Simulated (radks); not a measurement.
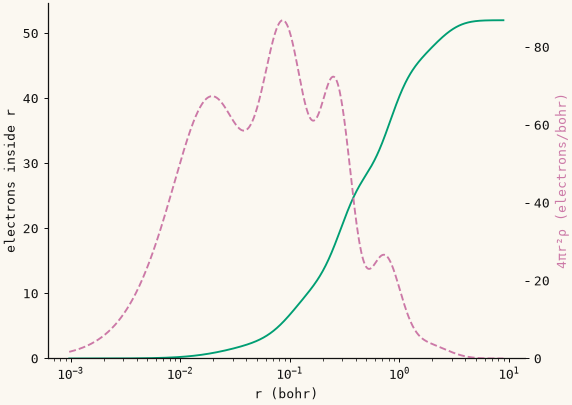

Atomic tellurium (Te) in the configuration [Kr] 4d10 5s2 5p4. Method: scalar-relativistic Kohn-Sham, LDA (Slater exchange, Perdew-Wang correlation), spin-unpolarised, spherical densities, finite nucleus; computed with the in-house radial solver radks.

The plot shows the number of electrons inside radius r (solid) and the radial density 4πr²ρ (dashed).

> Describe it and give its main numbers.

The count levels off at 52 electrons. Half of them lie within 0.414 bohr, 90 % within 1.73 bohr and 99 % within 3.90 bohr. The radial density has minima at 0.0381, 0.163 and 0.529 bohr, where the count stands at 2.0, 11.1 and 29.0; these part the shells that the density resolves.
